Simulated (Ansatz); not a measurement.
**C₃H₁₀Si₂ (SMILES C1C[SiH2][SiH2]C1): density, localisation and related maps**

```
atom    x (Å)    y (Å)    z (Å)
   C  -0.0659   0.6419  -0.1857
   C  -0.5914  -0.6235  -0.8799
   C   1.3235   0.4244   0.4320
  Si   0.7279  -1.2520  -2.1090
  Si   2.4921  -0.2897  -0.8987
   H  -0.7791   0.9782   0.5867
   H  -0.0122   1.4651  -0.9217
   H  -1.5609  -0.4431  -1.3705
   H  -0.7585  -1.4183  -0.1313
   H   0.5429  -0.6551  -3.4696
   H   0.7337  -2.7415  -2.2431
   H   3.5119  -1.2258  -0.3328
   H   3.2070   0.7938  -1.6448
   H   1.2568  -0.3138   1.2509
   H   1.7192   1.3521   0.8749
```

Geometry: PBE0-D3(BJ)/def2-SVP.

Theory: isolated molecule in a Gaussian basis; Kohn-Sham density functional theory, functional PBE0 (Ansatz 0.2.0).

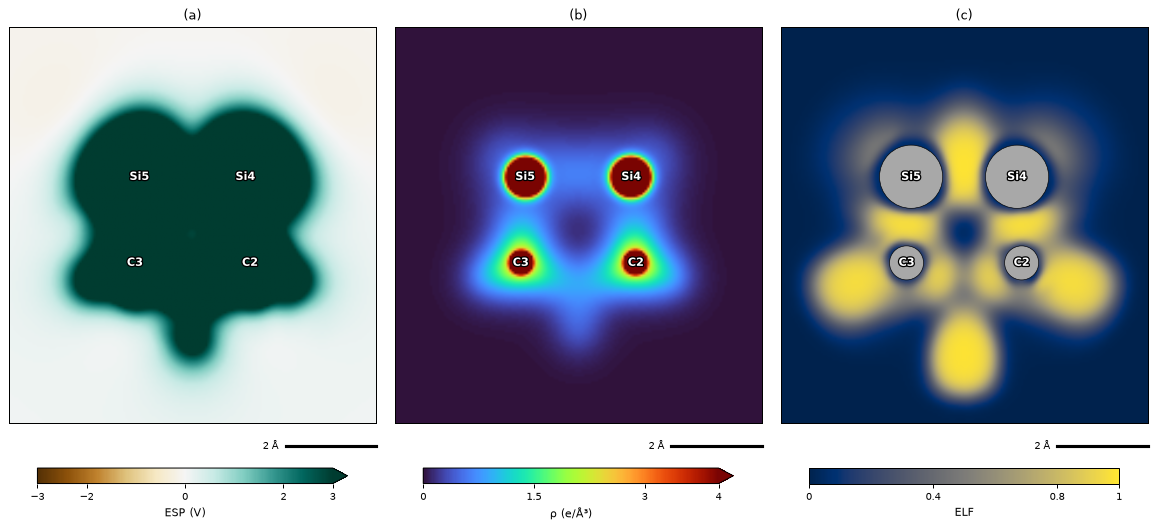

Figure 1. (a) molecular electrostatic potential; (b) electron density; (c) ELF on the plane of atoms C3, Si5 and Si4. Grey discs cover the atomic cores in the ELF map.

What does the map show?

- The plane passes through C and Si nuclei.
- C–Si (1.91 Å): ρ is about 0.91 e/Å³ halfway; the ELF peaks at about 0.95 between the atoms: a shared electron pair.
- Si–Si (2.35 Å): the density is about 0.63 e/Å³ at the midpoint; the ELF peaks at about 1 between the atoms: a covalent bond.
- The potential has no marked negative region in this plane.

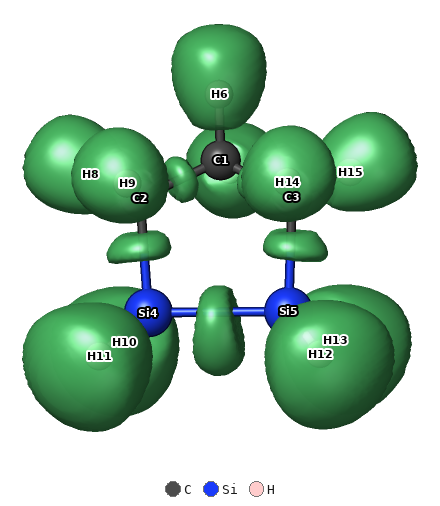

Figure 2. Isosurface of the electron localisation function at 0.85 (green), seen across its widest extent. Only the valence region is drawn (cores and ρ < 0.01 e/Å³ removed).

What do the ELF domains correspond to?

The surface consists of two regions between bonded C–C atoms (shared pairs), two regions between bonded C–Si atoms (shared pairs), one region between bonded Si–Si atoms (shared pairs) and ten regions around hydrogen nuclei. Profiles from the grid: C–C (1.54 Å): the ELF peaks at about 0.95 between the atoms, as expected for localised, covalent bonding.

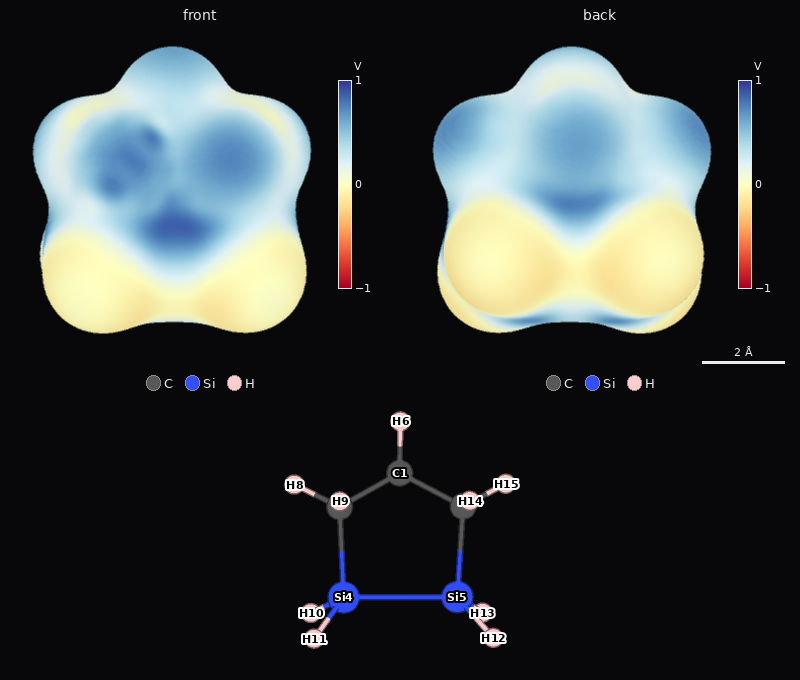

Figure 3. The electrostatic potential painted on the density surface at 0.002 e/bohr³, seen from the front and from behind; the colour scale runs from red (negative) to blue (positive). The bare structure is drawn below in the same view.

Where is the surface potential most negative and most positive?

The most negative region (about −0.2 V) lies over H10, H11, H12 and H13, the most positive (about +0.8 V) over Si4, Si5 and H9.

How polar is the molecule by this calculation?

Its dipole moment is 1.15 D.
